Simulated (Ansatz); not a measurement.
# H₂Cl (doublet): wave-function methods side by side at distance H1–H2 along a hydrogen transfer = 0.880 Å, cc-pVTZ

Aim: climb from Hartree-Fock through coupled cluster and multireference methods for H₂Cl (doublet) at one geometry and basis, and see what each rung misses.

The runs use Ansatz 0.2.0, Gaussian basis; cc-pVTZ, core rule «outside noble gas», up to 5 orbitals frozen.

Plan: UHF; CCSD(T) on ROHF; CCSD(T) on UHF; BCCD(T) on ROHF; CISD; CCSDT(Q) on ROHF; CCSDT(Q) on UHF; CASSCF and NEVPT2, 3 electrons in 3 orbitals; CASSCF and MRCISD+Q, 9 electrons in 6 orbitals; CASSCF and NEVPT2, 9 electrons in 6 orbitals.

7 further runs of the same task are left out: 7 that didn't finish.

## Step 1: What is computed

The geometry derives from fragments relaxed apart (PBE0/def2-TZVP) and kept rigid, so it is no stationary point. A hydrogen atom is moved between rigid fragments.

3 atoms, charge 0, spin multiplicity 2.

Atoms are counted from 1 here; the program's logs count them from 0.

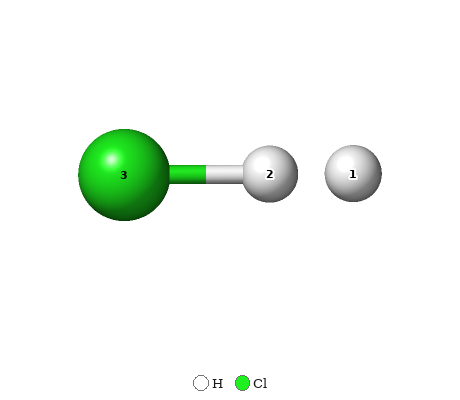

The geometry (hydrogen white, chlorine green); atoms are numbered from 1 in the order of the file.

## Step 2: UHF

File in.yaml:

```yaml
crystal:
  periodic: [false, false, false]
  atoms:
    - {symbol: H, position_ang: [0.000000, 0.000000, -1.097000]}
    - {symbol: H, position_ang: [0.000000, 0.000000, -0.217000]}
    - {symbol: Cl, position_ang: [0.000000, 0.000000, 1.314000]}
basis:
  gaussian: {orbitals: cc-pVTZ}
magnetization: {spin_polarized: true, initial_magnetization: 1}
hamiltonian: {xc: hf}
output: {orbitals: {seedname: orbitals}}
```

Started as:

```console
> ansatz run in.yaml --threads 1 --pin off --events-out ev --progress --plain --max-ram 2393MiB
```

Further steps of the session: CCSD(T) on ROHF; CCSD(T) on UHF; BCCD(T) on ROHF; CISD; CCSDT(Q) on ROHF; CCSDT(Q) on UHF; CASSCF and NEVPT2, 3 electrons in 3 orbitals; CASSCF and MRCISD+Q, 9 electrons in 6 orbitals; CASSCF and NEVPT2, 9 electrons in 6 orbitals.

Q: Predict the results of all the runs planned. Wanted: UCCSDT(Q) below the RHF energy; RMP2 from UCCSDT(Q); UMP2 from UCCSDT(Q); RCCSD from UCCSDT(Q); RCCSD(T) from UCCSDT(Q); UCCSD(T) from UCCSDT(Q); RCCSDT(Q) from UCCSDT(Q); NEVPT2 pair from UCCSDT(Q); NEVPT2 valence from UCCSDT(Q).

The runs gave:

| quantity | value |
| --- | --- |
| UCCSDT(Q) below the RHF energy | -6.9964 eV |
| RMP2 from UCCSDT(Q) | +21.21 kcal/mol |
| UMP2 from UCCSDT(Q) | +23.07 kcal/mol |
| RCCSD from UCCSDT(Q) | +5.90 kcal/mol |
| RCCSD(T) from UCCSDT(Q) | +0.62 kcal/mol |
| UCCSD(T) from UCCSDT(Q) | +0.66 kcal/mol |
| RCCSDT(Q) from UCCSDT(Q) | +0.01 kcal/mol |
| NEVPT2 pair from UCCSDT(Q) | +20.55 kcal/mol |
| NEVPT2 valence from UCCSDT(Q) | +33.29 kcal/mol |
| MRCISD+Q valence from UCCSDT(Q) | +1.88 kcal/mol |
| levels within 1 kcal/mol (43 meV) | RCCSD(T), UCCSD(T), BCCD(T), RCCSDT, UCCSDT, RCCSDT(Q) |
| T1 diagnostic | 0.021 |
| effectively unpaired electrons | 1.01 |

What this shows: RCCSD(T) lands +0.62 kcal/mol from the yardstick (0.4 % of the correlation energy). One determinant dominates. Of the multireference levels listed MRCISD+Q valence comes nearest in total energy (+1.88 kcal/mol), which doesn't show that its space is the better one. These misses are within one basis, not against nature; the frozen cores of restricted and unrestricted runs differ, which can shift their rows.
